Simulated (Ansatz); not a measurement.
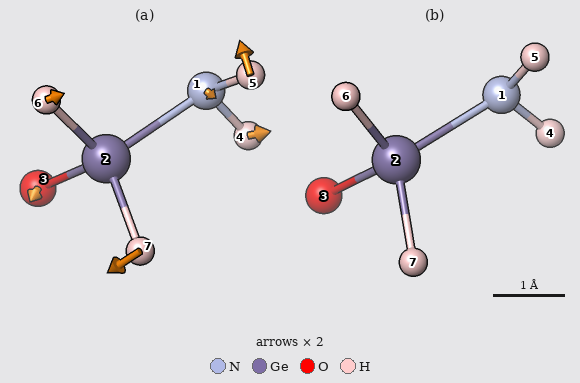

The structure of GeNH4O (multiplicity 2) (coarse preliminary run) before (left) and after (right) a relaxation, at one scale. The orange arrows give the displacements, 2 times their true length.

A ball-and-stick model, seen from a free direction.

The start comes from a force field.

Method: Ansatz 0.2.0, UKS PBE-D4/def2-SVP. Settings: force threshold 0.03 eV/Å; at most 200 steps.

Q: Summarise the run.

A: The energy falls by 4.86 kcal/mol in 6 accepted moves (8 points after the start). Largest force component: 2.3 eV/Å at the start, 0.03 eV/Å at the end. The line search rejected the trial steps at points 4, 7 of the run. The atom that moves furthest after the best rigid fit is H7 (0.33 Å). By element the largest moves are H 0.33 Å, O 0.14 Å, N 0.10 Å, Ge 0.02 Å. Near-neighbour distances that change, for instance: N1–H5 1.092 → 1.025 Å, N1–Ge2 1.807 → 1.839 Å, N1–H4 1.036 → 1.025 Å, Ge2–H6 1.559 → 1.553 Å. Among the angles between lasting bonds that change: O3–Ge2–H7 109.7° → 95.3°, Ge2–N1–H4 107.2° → 115.7°, Ge2–N1–H5 108.1° → 114.9°. The run took 16 s on 4 threads of Arm Neoverse V1, on a shared host.
